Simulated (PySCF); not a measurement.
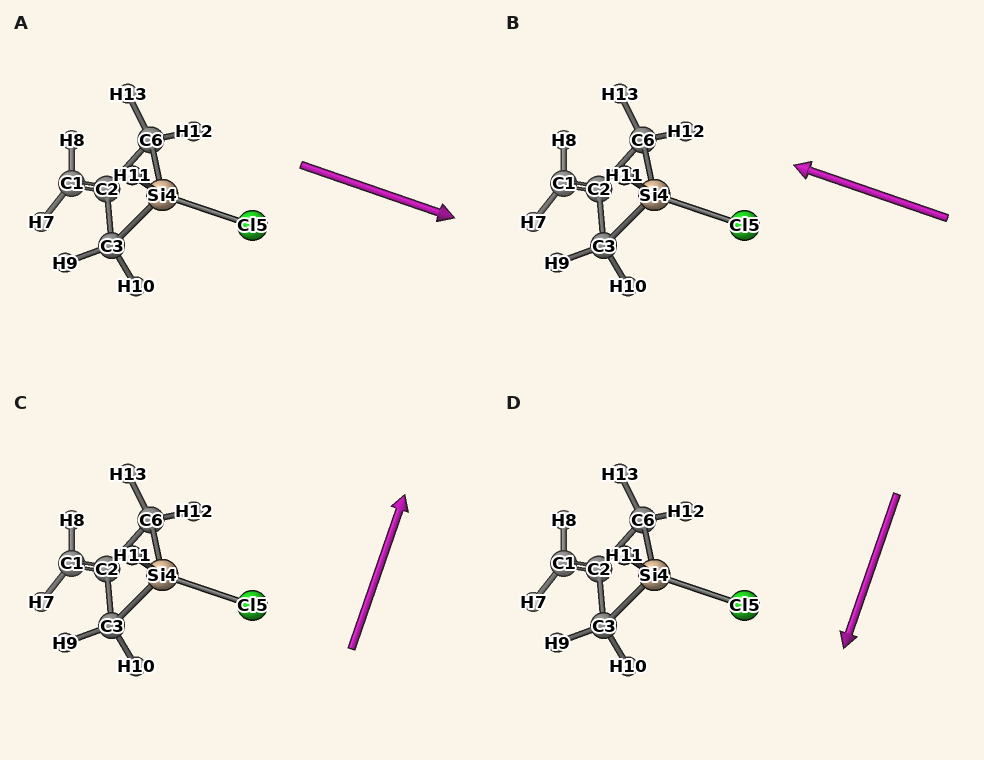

The same molecule four times, each with an arrow. The geometry was computed by an optimisation with GFN2-xTB. No frequency run is at hand to confirm it as a minimum. Method: PBE0/pcSseg-1, gas phase (PySCF 2.14.0).

**Which arrow points along the dipole moment, from the negative to the positive end?**

B. The dipole moment is 1.13 D; it points from the side of Cl5 to the side of H7, H8 (the outermost atoms at the two ends).

The geometry is semi-empirical. Around Si such bond lengths and angles can be off by a tenth of an ångström or more and by several degrees, and values that hang on the shape move with them.
